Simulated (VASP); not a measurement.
Here is the system:

```
CELL_PARAMETERS angstrom
      0.00000     3.03618     3.03618
      3.03618     0.00000     3.03618
      3.03618     3.03618     0.00000
ATOMIC_POSITIONS crystal
  Pb 0.00000 0.00000 0.00000
  F  0.25000 0.25000 0.25000
  F  0.75000 0.75000 0.75000
```

These are vdW-DF2, VASP's PBE PAW potentials (set 64) (plane waves; VASP) values and carry that method's errors. Numerical set-up: 520 eV cut-off, 7×7×7 Γ-centred mesh, tetrahedra with Blöchl corrections, potentials Pb_d F.

Unless said otherwise, spin-orbit coupling is left out, though it shifts the bands of the heavy elements here.

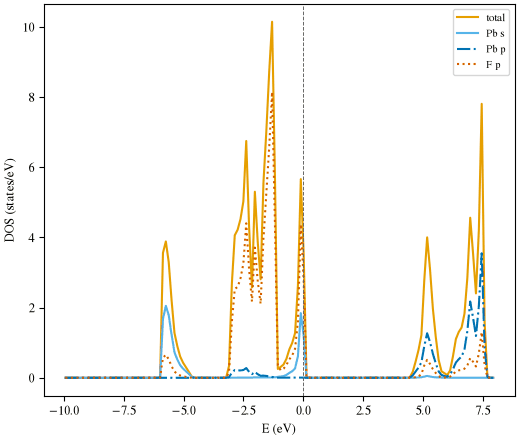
Figure: Total and projected density of states, zero at the valence-band maximum

Within 2 eV below the valence-band maximum the largest weight inside VASP's projection spheres is F p.

It has a band gap.

The compound is PbF2 in the fluorite structure, the β form. It was relaxed first, which changed the volume by +7 %.
